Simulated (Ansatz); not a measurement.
Start from CaF₂ in the rutile structure (space group P4_2/mnm, No. 136; a = 5.155 Å, c = 3.541 Å; a hypothetical phase, not in the database extracts checked).

The same geometry is solved again with r2SCAN.

Levels (all Ansatz, a first-principles code, PAW): r2SCAN (500 eV, without spin-orbit coupling); PBEsol (420 eV, no spin-orbit coupling).

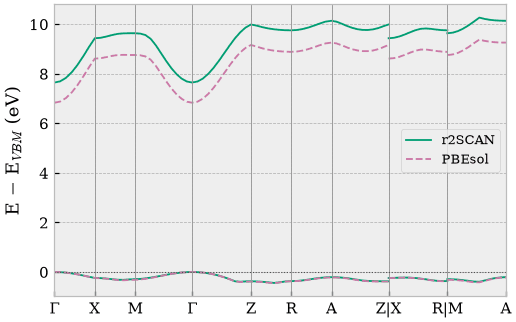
Figure. Highest valence and lowest conduction band along the path, each from its own valence-band maximum

### Question
From the figure, how large is the r2SCAN gap, and is it direct?

### Answer
About 7.6 eV, direct at Γ.

Single points use the geometry relaxed with PBEsol. No phonon test of stability was made.
